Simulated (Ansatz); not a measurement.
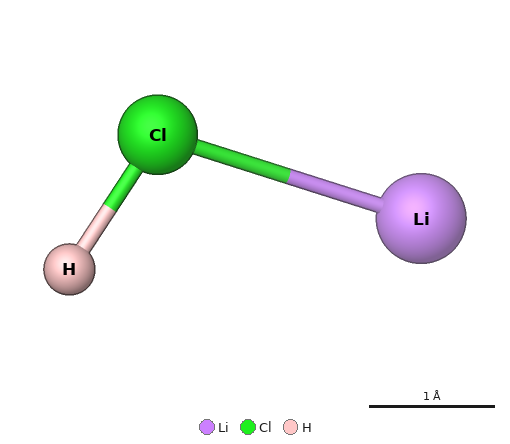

Depth is shown by fading: the farther an atom, the more it takes the colour of the background. The species has charge +1 and is a spin singlet. The computed structure is the end point of a PBE0-D4/def2-TZVP optimisation. Masses are those of the most abundant isotopes; constants are for the rigid equilibrium geometry.

### Classify the rotor and give the rotational constants (GHz).

An asymmetric top (Cs): A = 339, B = 15.8, C = 15.1 GHz. Ray's parameter κ is −1.00, close to the prolate limit.
